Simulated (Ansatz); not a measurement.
# Single-point calculation of Ti22Bi2O48

Ti22Bi2O48 (defect cell, 72 atoms in the cell), computed with DFT, r2SCAN, PAW, plane waves (Ansatz 0.2.0).

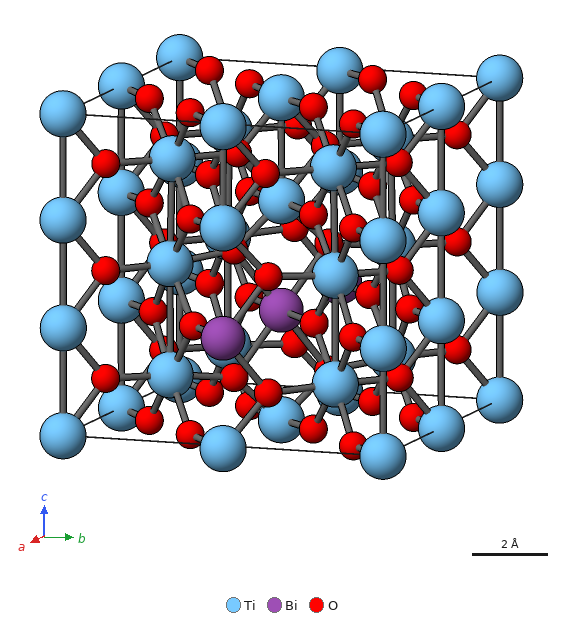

**Figure 1.** The structure (ball-and-stick view of the cell of the calculation, seen slightly off an axis).

Key numbers

| quantity | value |
| --- | --- |
| outcome | converged |
| electrons treated | 582 |
| free energy | −107307.6324 eV |
| Fermi energy | 10.757 eV |
| largest force (length of the vector) | 0.286 eV/Å |
| hardware | 1 × NVIDIA GB300 Max-Q, 8 threads of Arm Neoverse-V2, 125 GiB of memory available, shared host |
| wall time | 4.7 s (CPU time 12 s) |
| peak memory | 3.1 GiB |

Remarks

Spin–orbit coupling is left out, which matters for Bi. The k-point mesh is coarse for a cell of this size, so the results may not be converged.

Input
```yaml
crystal:
  lattice:
    - [9.182828, 0.000000, 0.000000]
    - [0.000000, 9.182828, 0.000000]
    - [0.000000, 0.000000, 8.816612]
  atoms:
    - { symbol: Ti, position: [0.001287, 0.000354, 0.999193] }
    - { symbol: Ti, position: [0.000523, 0.001113, 0.333980] }
    - { symbol: Ti, position: [0.999361, 0.999781, 0.668804] }
    - { symbol: Ti, position: [0.001197, 0.500814, 0.991016] }
    - { symbol: Ti, position: [0.999060, 0.499354, 0.675975] }
    - { symbol: Ti, position: [0.500819, 0.000753, 0.998358] }
    - { symbol: Ti, position: [0.499652, 0.999790, 0.332833] }
    - { symbol: Ti, position: [0.500109, 0.999685, 0.667527] }
    - { symbol: Ti, position: [0.500376, 0.500097, 0.993396] }
    - { symbol: Ti, position: [0.500608, 0.500962, 0.673686] }
    - { symbol: Ti, position: [0.249212, 0.241117, 0.163610] }
    - { symbol: Ti, position: [0.248398, 0.240130, 0.502192] }
    - { symbol: Ti, position: [0.256895, 0.248806, 0.832302] }
    - { symbol: Ti, position: [0.254025, 0.758445, 0.161004] }
    - { symbol: Ti, position: [0.252329, 0.757481, 0.506488] }
    - { symbol: Ti, position: [0.245707, 0.748524, 0.833473] }
    - { symbol: Ti, position: [0.747854, 0.242862, 0.159889] }
    - { symbol: Ti, position: [0.745742, 0.241421, 0.504826] }
    - { symbol: Ti, position: [0.755242, 0.252025, 0.832682] }
    - { symbol: Ti, position: [0.752806, 0.760793, 0.164877] }
    - { symbol: Ti, position: [0.752048, 0.760182, 0.502462] }
    - { symbol: Ti, position: [0.743476, 0.751200, 0.834274] }
    - { symbol: Bi, position: [0.000172, 0.500161, 0.333561] }
    - { symbol: Bi, position: [0.500630, 0.500021, 0.333610] }
    - { symbol: O, position: [0.152701, 0.148526, 0.995350] }
    - { symbol: O, position: [0.147929, 0.146862, 0.333151] }
    - { symbol: O, position: [0.152745, 0.148677, 0.671733] }
    - { symbol: O, position: [0.147753, 0.656512, 0.998685] }
    - { symbol: O, position: [0.165030, 0.653928, 0.333567] }
    - { symbol: O, position: [0.147595, 0.656491, 0.668291] }
    - { symbol: O, position: [0.656230, 0.144296, 0.995747] }
    - { symbol: O, position: [0.648596, 0.153536, 0.333346] }
    - { symbol: O, position: [0.656316, 0.144120, 0.671228] }
    - { symbol: O, position: [0.653575, 0.655894, 0.000881] }
    - { symbol: O, position: [0.672445, 0.665485, 0.333568] }
    - { symbol: O, position: [0.653739, 0.656004, 0.666590] }
    - { symbol: O, position: [0.346672, 0.344575, 0.000367] }
    - { symbol: O, position: [0.327062, 0.336340, 0.333396] }
    - { symbol: O, position: [0.346836, 0.344675, 0.666138] }
    - { symbol: O, position: [0.344300, 0.856129, 0.995983] }
    - { symbol: O, position: [0.351893, 0.846900, 0.333696] }
    - { symbol: O, position: [0.344406, 0.855990, 0.671116] }
    - { symbol: O, position: [0.852882, 0.343860, 0.998760] }
    - { symbol: O, position: [0.834833, 0.346847, 0.333473] }
    - { symbol: O, position: [0.852785, 0.343940, 0.668346] }
    - { symbol: O, position: [0.847761, 0.851987, 0.995153] }
    - { symbol: O, position: [0.853721, 0.852907, 0.333700] }
    - { symbol: O, position: [0.847741, 0.852149, 0.671885] }
    - { symbol: O, position: [0.099691, 0.395344, 0.153086] }
    - { symbol: O, position: [0.099410, 0.394907, 0.513884] }
    - { symbol: O, position: [0.101422, 0.404970, 0.833463] }
    - { symbol: O, position: [0.097797, 0.902529, 0.166045] }
    - { symbol: O, position: [0.097935, 0.902927, 0.501263] }
    - { symbol: O, position: [0.096289, 0.901821, 0.833514] }
    - { symbol: O, position: [0.604938, 0.390052, 0.135684] }
    - { symbol: O, position: [0.605824, 0.390606, 0.531728] }
    - { symbol: O, position: [0.601918, 0.400220, 0.833609] }
    - { symbol: O, position: [0.597896, 0.904087, 0.166923] }
    - { symbol: O, position: [0.597751, 0.904054, 0.500192] }
    - { symbol: O, position: [0.593326, 0.899348, 0.833585] }
    - { symbol: O, position: [0.403077, 0.096743, 0.166906] }
    - { symbol: O, position: [0.402886, 0.096698, 0.500061] }
    - { symbol: O, position: [0.407110, 0.101053, 0.833445] }
    - { symbol: O, position: [0.394734, 0.609397, 0.136179] }
    - { symbol: O, position: [0.395407, 0.610048, 0.530955] }
    - { symbol: O, position: [0.398441, 0.600193, 0.833599] }
    - { symbol: O, position: [0.902673, 0.097571, 0.166239] }
    - { symbol: O, position: [0.902789, 0.098036, 0.500987] }
    - { symbol: O, position: [0.904438, 0.098756, 0.833702] }
    - { symbol: O, position: [0.900612, 0.605213, 0.153172] }
    - { symbol: O, position: [0.900318, 0.604970, 0.514064] }
    - { symbol: O, position: [0.898978, 0.595546, 0.833676] }
  symmetry: { detect: false }
kpoints:
  mp_grid: { grid: [1, 1, 1], shift: [0.25, 0.25, 0.25] }
hamiltonian:
  xc: r2scan
scf:
  occupations: { method: fermi_dirac, width: 0.01 }
output:
  forces: true
  eigenvalues: true
  populations: true
  eigenstates: { kpoints: [[0.25, 0.25, 0.25]], e_range: [-6.0, 6.0], localisation: true }
```

Command:
```bash
ansatz run in.yaml --threads 8 --pin off --max-ram 118750MiB --runs-dir r --events-out ev --progress --plain --backend cuda --devices 0,
```

The program's output
```
Pseudopotentials: kind: paw
Functional definition: r2SCAN
  parameter k0 = 0.174
  parameter k1 = 0.065
  parameter a1 = 4.9479
  exchange = r2scan_x(k0 = k0, k1 = k1, a1 = a1)
  correlation = r2scan_c
Crystal: 72 atoms, lattice volume = 743.455 Å³
Basis set: ecut = 500 eV, 18861 PW (Γ), exchange–correlation on 288×288×288 points (64 copies of the dense FFT grid, shifted against one another)
Bands: 363, of which v1, the nominal top of the filled ones, is band 291 counted from 1 (290 counted from 0)
Symmetry: 1 space group operations
k-points: 1
Non-local potential: Ti, projectors of the file, l = 0: 3, l = 1: 2, l = 2: 3, l = 3: 1
Non-local potential: Bi, projectors of the file, l = 0: 2, l = 1: 2, l = 2: 2, l = 3: 2
Non-local potential: O, projectors of the file, l = 0: 2, l = 1: 2, l = 2: 1
PAW form: soft (Blöchl's): semilocal exchange-correlation on the pseudo side does not see the compensation charge
PAW frozen core: Ti, regenerated for the run's functional (the file was generated under x = pbe(κ = 0.804, μ = 0.2195149727645171), c = pbe(β = 0.06672455060314922))
PAW frozen core: Bi, regenerated for the run's functional (the file was generated under x = pbe(κ = 0.804, μ = 0.2195149727645171), c = pbe(β = 0.06672455060314922))
PAW frozen core: O, regenerated for the run's functional (the file was generated under x = pbe(κ = 0.804, μ = 0.2195149727645171), c = pbe(β = 0.06672455060314922))
PAW one-centre angular grid: Ti, 590 points (default); XC on 160 Gauss nodes
PAW one-centre angular grid: Bi, 590 points (default); XC on 160 Gauss nodes
PAW one-centre angular grid: O, 302 points (default); XC on 160 Gauss nodes
Initial density: superposition of atomic densities (neutral atoms: chi_scale 0, normalization atom), corrected by the library's trained network
Initial wavefunctions: pseudopotential atomic-orbital guess
Functional: x = r2scan, c = r2scan; τ floored in thin density (d = 2e-4 eV/Å³)
SCF iter   1: F=—  HF=-107307.307132 eV  |F-HF|=—  |Δ(HF+E_count)|=         —  Δρ=2.69e-2  dr2=6.49e0  dr2_τ=4.81e0  ethr=1.77e-3  ⟨swp⟩=7.0  Hψ=1297  notcnv=0  defer=36
preconditioner: auto → Resta (q_TF=auto, 2.619 Å⁻¹)  ε∞=6.5  [insulator: Δε(μ)=1.254 eV  Ē_g=11.750 eV  σ=0.010 eV  W_gap=1.00  n_scr=234 (ndim 8)  ℏωp=27.4 eV  f_vac=0.016  D(μ)=0.00/eV (n_scr^D=0)  ε∞_Penn≈6.5]
SCF iter   2: F=—  HF=-107307.690928 eV  |F-HF|=—  |Δ(HF+E_count)|=   3.84e-1  Δρ=1.18e-2  dr2=5.22e-1  dr2_τ=3.06e-1  ethr=1.12e-3  ⟨swp⟩=3.0  Hψ=713  notcnv=0  defer=68
SCF iter   3: F=—  HF=-107307.636076 eV  |F-HF|=—  |Δ(HF+E_count)|=   5.49e-2  Δρ=4.24e-3  dr2=9.53e-2  dr2_τ=6.83e-3  ethr=8.97e-5  ⟨swp⟩=3.0  Hψ=487  notcnv=0  defer=68
SCF iter   4: F=—  HF=-107307.634671 eV  |F-HF|=—  |Δ(HF+E_count)|=   1.40e-3  Δρ=1.44e-3  dr2=1.08e-2  dr2_τ=1.82e-3  ethr=1.64e-5  ⟨swp⟩=3.0  Hψ=442  notcnv=0  defer=68
SCF iter   5: F=—  HF=-107307.637636 eV  |F-HF|=—  |Δ(HF+E_count)|=   2.96e-3  Δρ=4.55e-4  dr2=1.62e-3  dr2_τ=2.21e-4  ethr=1.86e-6  ⟨swp⟩=3.0  Hψ=508  notcnv=0  defer=68
SCF iter   6: F=—  HF=-107307.627925 eV  |F-HF|=—  |Δ(HF+E_count)|=   9.71e-3  Δρ=1.73e-4  dr2=2.57e-4  dr2_τ=2.54e-5  ethr=2.79e-7  ⟨swp⟩=2.0  Hψ=489  notcnv=0  defer=68
SCF iter   7: F=—  HF=-107307.627887 eV  |F-HF|=—  |Δ(HF+E_count)|=   3.88e-5  Δρ=7.80e-5  dr2=4.43e-5  dr2_τ=5.84e-6  ethr=4.42e-8  ⟨swp⟩=2.0  Hψ=475  notcnv=0  defer=68
SCF iter   8: F=—  HF=-107307.632372 eV  |F-HF|=—  |Δ(HF+E_count)|=   4.49e-3  Δρ=2.62e-5  dr2=5.09e-6  dr2_τ=4.75e-7  ethr=7.62e-9  ⟨swp⟩=2.0  Hψ=564  notcnv=0  defer=68
SCF iter   9: F=—  HF=-107307.632373 eV  |F-HF|=—  |Δ(HF+E_count)|=   9.16e-7  Δρ=1.24e-5  dr2=1.24e-6  dr2_τ=1.34e-7  ethr=8.74e-10  ⟨swp⟩=2.0  Hψ=503  notcnv=0  defer=68
SCF iter  10: F=—  HF=-107307.632373 eV  |F-HF|=—  |Δ(HF+E_count)|=   8.57e-8  Δρ=4.05e-6  dr2=1.16e-7  dr2_τ=1.62e-8  ethr=2.13e-10  ⟨swp⟩=2.0  Hψ=522  notcnv=0  defer=68
SCF iter  11: F=-107307.632373 eV  HF=-107307.632373 eV  |F-HF|=3.89e-9  |Δ(HF+E_count)|=   3.33e-8  Δρ=1.70e-6  dr2=1.91e-8  dr2_τ=2.09e-9  ethr=1.72e-11  ⟨swp⟩=11.0  Hψ=1426  notcnv=0
SCF 1 converged in 11 iterations: F = -107307.632373 eV  dr2 = 1.91e-8
  greatest PAW one-centre occupation: 1.000 electrons in one spin orbital (limit 2), on the Ti atom at site 8 (counted from 0), in its partial waves of l = 1
```

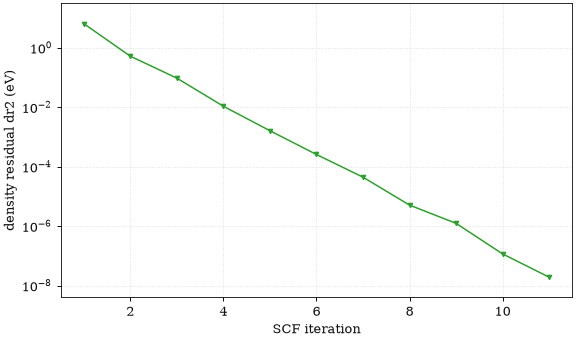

**Figure 2.** Convergence of the self-consistent field: density residual dr2 against the SCF iteration. The residual falls at every step.

```
NSCF: frozen V_eff on 1 k-points
SCF converged after 11 iterations
Free energy (F): -107307.632373 eV
Harris-Foulkes:  -107307.632373 eV  (|F-HF|=3.89e-9)
Internal energy: -107307.632373 eV  (E = F + TS)
E sigma→0 (E₀):  -107307.632373 eV
Fermi energy:    10.756644 eV
--- Per-component energies (eV) ---
  E_band       = -4723.671029
  E_kinetic    = 15140.884991
  E_local      = -37465.216426  (includes V_loc(G=0)·N_el)
  E_nonlocal   = 3450.741321
  E_hartree    = 14112.875191
  E_xc         = -5900.412835
  E_vxc        = -8377.894684  (∫ρ·V_xc dr)
  E_paw        = -52260.591851  (= ΣΔE_a)
  E_vpaw       = -6246.764455  (= ΣTr[D̂ρ^β])
  E_aug_tail   = 0.053612  (compensation charges beyond the density's cutoff)
  E_vtau       = 548.775654  (kinetic-family band-sum trace: ∫τ·v_τ [+ j·A + Jᵃ·Aᵃ] dr)
  E_ewald      = -44380.608249
  E_core_change = -5.358127  (= ΣΔE_core)
  E_smearing   = -0.000000  (= −TS)
  E_closure    = -0.000000  (closes the sum)
  Σ components = -107307.632373   (vs F -107307.632373, Δ=0.00e0)
--- Forces (eV/Å), atoms counted from 1 ---
  atom   1  Ti    -0.00915013     0.00270722    -0.04122395
  atom   2  Ti     0.00876269    -0.02335496    -0.00746766
  atom   3  Ti     0.00999315     0.00929564     0.03163777
  atom   4  Ti     0.00360243     0.00371614     0.04067824
  atom   5  Ti    -0.00054803    -0.00862021    -0.03730594
  atom   6  Ti    -0.00585239    -0.00284230     0.00663805
  atom   7  Ti     0.01399092     0.00593427     0.01665402
  atom   8  Ti    -0.00308017     0.00499602     0.01943793
  atom   9  Ti     0.00503103     0.00416689     0.06837773
  atom  10  Ti    -0.01140266    -0.01679424    -0.06483199
  atom  11  Ti     0.01298390    -0.01311438     0.00669154
  atom  12  Ti     0.01016452    -0.00757100     0.00152006
  atom  13  Ti    -0.00027845     0.00772720     0.01992731
  atom  14  Ti     0.04095077    -0.01801818    -0.01505262
  atom  15  Ti     0.04649679    -0.01924680     0.02339903
  atom  16  Ti     0.01148525     0.00513724    -0.00632344
  atom  17  Ti    -0.04113552     0.01505766    -0.00765456
  atom  18  Ti    -0.02843619     0.02156616     0.05287402
  atom  19  Ti    -0.01714178    -0.00732025     0.02335268
  atom  20  Ti    -0.02222967     0.00368953    -0.01325544
  atom  21  Ti    -0.02242745     0.00181550     0.01234196
  atom  22  Ti     0.00582694     0.00372130    -0.01282751
  atom  23  Bi    -0.00791830     0.00028838     0.00334813
  atom  24  Bi     0.00120269     0.00191553    -0.00154632
  atom  25  O     -0.00978901    -0.01891777     0.02741524
  atom  26  O     -0.02054658    -0.00709634     0.00195650
  atom  27  O     -0.01576843    -0.02463947    -0.03473639
  atom  28  O     -0.04536980    -0.02486781    -0.00563812
  atom  29  O     -0.19723626    -0.20352795     0.00028334
  atom  30  O     -0.03900161    -0.01927349     0.00733361
  atom  31  O     -0.00320618    -0.02422322     0.00455699
  atom  32  O     -0.03774451    -0.02365738    -0.00965736
  atom  33  O     -0.00933917    -0.02767401    -0.02147956
  atom  34  O     -0.01549265    -0.00845617    -0.00266281
  atom  35  O     -0.01922368    -0.03485027     0.00092517
  atom  36  O     -0.01256741    -0.00383214     0.00690923
  atom  37  O      0.01413461     0.00670867    -0.01418303
  atom  38  O      0.02422514     0.03021765    -0.00145014
  atom  39  O      0.01786761     0.01047530     0.00742223
  atom  40  O      0.01331050     0.02875607     0.00905550
  atom  41  O      0.02508640     0.01852393    -0.00605597
  atom  42  O      0.00404437     0.02217935    -0.01056117
  atom  43  O      0.04039715     0.02364490    -0.01623771
  atom  44  O      0.20355599     0.20058538    -0.00872503
  atom  45  O      0.04403799     0.02395066    -0.00360751
  atom  46  O      0.01501205     0.02115606     0.03549788
  atom  47  O      0.01884631     0.02365636     0.00465292
  atom  48  O      0.01058832     0.01577426    -0.02935493
  atom  49  O     -0.10856905     0.10871641     0.20951676
  atom  50  O     -0.10554227     0.11776127    -0.21234376
  atom  51  O      0.00227832    -0.00342474    -0.00333037
  atom  52  O      0.00712775    -0.00443270     0.02314881
  atom  53  O      0.00267267    -0.00289490    -0.02030892
  atom  54  O      0.00589453    -0.02087044     0.00254655
  atom  55  O     -0.00082220     0.01155993     0.07938208
  atom  56  O     -0.00614976     0.00948988    -0.09140690
  atom  57  O     -0.01536123     0.02868649    -0.00393061
  atom  58  O      0.01152788    -0.00890434    -0.00770965
  atom  59  O      0.01452851    -0.00981426    -0.00388275
  atom  60  O      0.02885012    -0.02232864    -0.00697310
  atom  61  O     -0.01898085     0.01136448    -0.01451723
  atom  62  O     -0.01159839     0.00735669     0.00085902
  atom  63  O     -0.02702286     0.01978646    -0.00770420
  atom  64  O      0.00357656    -0.00445739     0.08235457
  atom  65  O     -0.00046811    -0.00444097    -0.08059058
  atom  66  O      0.01696298    -0.02357148    -0.00037836
  atom  67  O     -0.00647761     0.00801971     0.01303203
  atom  68  O     -0.01146414     0.00613937    -0.01543004
  atom  69  O     -0.00419301     0.01700613    -0.00076670
  atom  70  O      0.10827539    -0.11360927     0.21383546
  atom  71  O      0.11085820    -0.10879796    -0.21572371
  atom  72  O     -0.00265344     0.00217735    -0.00072217
  max |Σ_I F_I| component: 3.86e-5 eV/Å
--- Band table (eV) ---
  k-point 0: bands = ["-49.7724", "-49.7330", "-49.7266", "-49.7027", "-49.6907", "-49.5911", "-49.5870", "-49.5835", "-49.5806", "-49.5742", ... 153 levels left out ..., "4.4813", "4.5171", "4.5398", "4.5590", "4.6020", "4.6203", "4.6563", "4.6679", "4.6914", "4.7258", "4.7516", "4.7661", "4.8184", "4.8462", "4.8739", "4.8780", "4.9084", "4.9243", "4.9691", "5.0056", "5.0188", "5.0253", "5.0497", "5.0792", "5.1176", "5.1311", "5.1873", "5.2272", "5.2865",
      "5.3313", "5.3401", "5.4167", "5.4454", "5.5114", "5.5194", "5.5699", "5.6038", "5.6216", "5.6356", "5.7228", "5.7665", "5.8221", "5.8650", "5.9103", "5.9962", "6.0094", "6.0333", "6.0966", "6.1008", "6.1410", "6.1951", "6.2533", "6.2647", "6.2803", "6.3002", "6.3467", "6.3662", "6.4436", "6.4802", "6.4997", "6.5059", "6.5915", "6.6042", "6.6323", "6.6576", "6.7089", "6.7322", "6.7681", "6.8057",
      "6.8387", "6.9038", "6.9268", "6.9829", "7.0023", "7.0221", "7.0680", "7.1002", "7.1588", "7.1768", "7.2186", "7.2579", "7.2971", "7.3547", "7.3673", "7.3962", "7.4580", "7.4668", "7.5423", "7.5644", "7.5757", "7.5969", "7.6203", "7.6452", "7.6807", "7.6965", "7.7145", "7.7424", "7.7851", "7.7898", "7.8215", "7.8479", "7.9099", "7.9380", "7.9616", "8.0310", "8.0649", "8.1139", "8.1460", "8.1646",
      "8.2107", "8.2414", "8.2864", "8.3327", "8.3547", "8.3884", "8.4030", "8.4408", "8.4764", "8.5636", "8.5751", "8.6034", "8.6362", "8.6690", "8.7592", "8.8579", "8.8694", "9.2306", "10.3209", "11.1924", "11.8619", "11.9090", "11.9449", "12.0459", "12.0972", "12.1467", "12.1566", "12.1965", "12.2379", "12.2966", "12.3106", "12.3528", "12.3833", "12.4305", "12.4448", "12.4821", "12.5023", "12.5253", "12.5485", "12.5889",
      "12.6043", "12.6337", "12.6652", "12.6789", "12.7467", "12.7527", "12.7837", "12.7929", "12.8567", "12.8768", "12.9041", "12.9077", "12.9207", "12.9564", "13.0019", "13.0192", "13.0616", "13.0977", "13.1292", "13.1350", "13.1811", "13.1858", "13.2031", "13.2153", "13.2341", "13.2476", "13.2901", "13.3052", "13.3744", "13.4084", "13.4434", "13.4891", "13.5063", "13.5115", "13.6051", "13.6545", "13.6877", "13.7013", "13.7477", "13.7979",
      "13.8505", "13.8896", "13.9045", "13.9135", "14.0086", "14.3584", "14.7932", "14.8278", "14.9922", "15.0579", "15.1117"]
--- Löwdin populations: 72 sites ---
  site symbol       q [e]
     0     Ti     10.5538
     1     Ti     10.5656
     2     Ti     10.5540
     3     Ti     10.5612
     4     Ti     10.5611
     5     Ti     10.5522
     6     Ti     10.5548
     7     Ti     10.5520
     8     Ti     10.6005
     9     Ti     10.6007
    10     Ti     10.5626
    11     Ti     10.5619
    12     Ti     10.5630
    13     Ti     10.5620
    14     Ti     10.5614
    15     Ti     10.5571
    16     Ti     10.5620
    17     Ti     10.5625
    18     Ti     10.5572
    19     Ti     10.5619
    20     Ti     10.5624
    21     Ti     10.5629
    22     Bi     12.8694
    23     Bi     13.3824
    24      O      6.6883
    25      O      6.6977
    26      O      6.6873
    27      O      6.6756
    28      O      6.7636
    29      O      6.6776
    30      O      6.6690
    31      O      6.7039
    32      O      6.6715
    33      O      6.6845
    34      O      6.7040
    35      O      6.6847
    36      O      6.6838
    37      O      6.7048
    38      O      6.6836
    39      O      6.6720
    40      O      6.7036
    41      O      6.6698
    42      O      6.6774
    43      O      6.7643
    44      O      6.6752
    45      O      6.6879
    46      O      6.6972
    47      O      6.6886
    48      O      6.7427
    49      O      6.7436
    50      O      6.6525
    51      O      6.7015
    52      O      6.7020
    53      O      6.6756
    54      O      6.6943
    55      O      6.6934
    56      O      6.6862
    57      O      6.6878
    58      O      6.6876
    59      O      6.6651
    60      O      6.6872
    61      O      6.6884
    62      O      6.6659
    63      O      6.6957
    64      O      6.6956
    65      O      6.6857
    66      O      6.7018
    67      O      6.7015
    68      O      6.6762
    69      O      6.7438
    70      O      6.7427
    71      O      6.6529
  spilling = 0.003557 (of n_electrons = 582.000000)
```

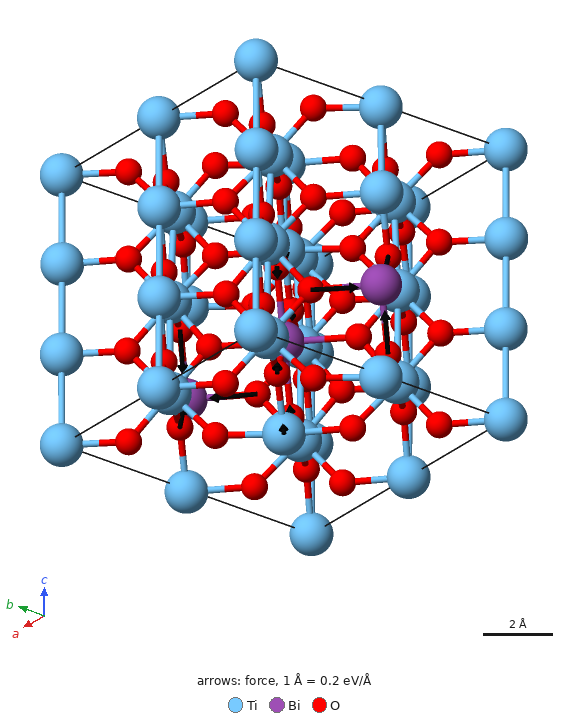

**Figure 3.** Forces on the atoms as black arrows (ball-and-stick view of the cell of the calculation, seen at an oblique angle); the smallest are left out. The largest act on O44 (0.29 eV/Å); O29 (0.28 eV/Å); O50, O70, O71 (0.27 eV/Å); O49 (0.26 eV/Å), among others. Atoms are counted from 1 in the order of the input and aren't labelled in the picture. 
